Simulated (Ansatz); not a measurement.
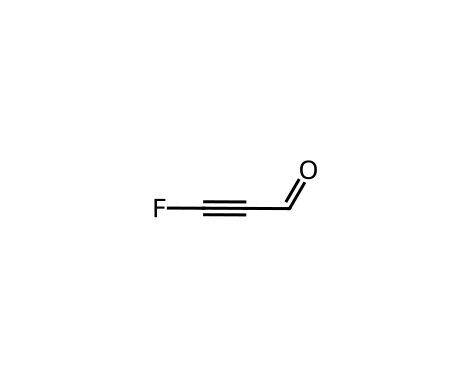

2D structure.

Question: Write the SMILES.

Answer: O=CC#CF

Question: What is the molecular formula?

Answer: C3HFO.

Question: An optimisation with PBE0-D4/def2-TZVP gave a structure of which point group?

Answer: Cs.

More results for the same structure follow; atom numbers are the same in all pictures, views and colours differ. The geometry was computed by an optimisation with PBE0-D4/def2-TZVP.

## Electronic properties

Level of theory: RKS B3LYP-D4/def2-TZVPP (Ansatz 0.2.0).

Question: Give the dipole moment at this level.

Answer: 2.66 D.

Question: Estimate the vertical ionisation energy.

Answer: 10.61 eV.

Question: Estimate the LUMO energy (Kohn–Sham orbital).

Answer: −2.20 eV.

Question: Estimate the HOMO energy (Kohn–Sham orbital).

Answer: −7.92 eV.

## Thermal motion

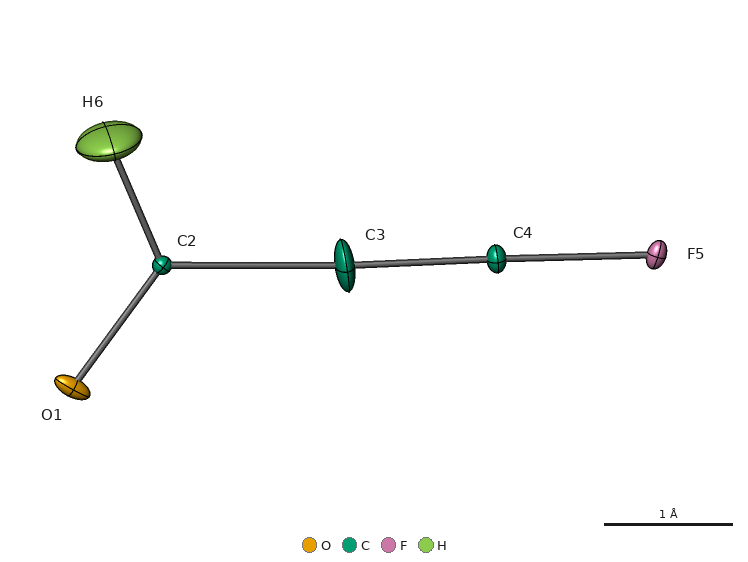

Displacement ellipsoids at the 50 % level, from the internal vibrations of the free molecule (harmonic, no overall translation or rotation; no half-axis is drawn under 0.075 Å). Vibrations computed with RKS PBE0-D4/def2-TZVP (Ansatz 0.2.0). Temperature: 400 K.

Question: Which atom has the largest mean-square displacement?

Answer: H6, with U_eq = 0.0301 Å².

Question: Does H6 move more along its bond or across it?

Answer: Across it: the root-mean-square amplitude is 0.084 Å along the bond and up to 0.234 Å across, since bending and torsion are softer than stretching.

Give the displacement parameters, one line for each set of equivalent atoms.

| atom | U_eq (Å²) | rms amplitudes (Å) |
| --- | --- | --- |
| O1 | 0.0037 | 0.018, 0.027, 0.100 |
| C2 | 0.0018 | 0.031, 0.047, 0.048 |
| C3 | 0.0114 | 0.028, 0.121, 0.137 |
| C4 | 0.0038 | 0.033, 0.070, 0.073 |
| F5 | 0.0031 | 0.030, 0.051, 0.076 |
| H6 | 0.0301 | 0.080, 0.170, 0.234 |

## Charges

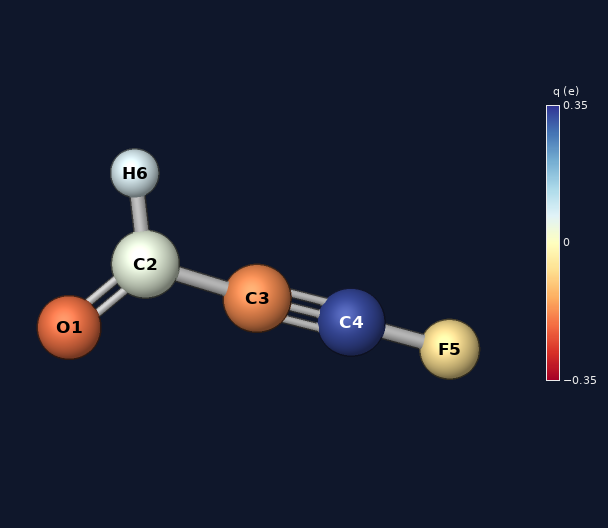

Atoms are coloured by their Mulliken charges. Method: RKS PBE-D4/def2-TZVPP (Ansatz 0.2.0).

Give the Mulliken charges atom by atom.

```csv
atom,value (e)
O1,−0.20
C2,0.04
C3,−0.17
C4,0.33
F5,−0.06
H6,0.07
```

Mulliken values depend strongly on the basis set and can even reverse the polarity of a bond.
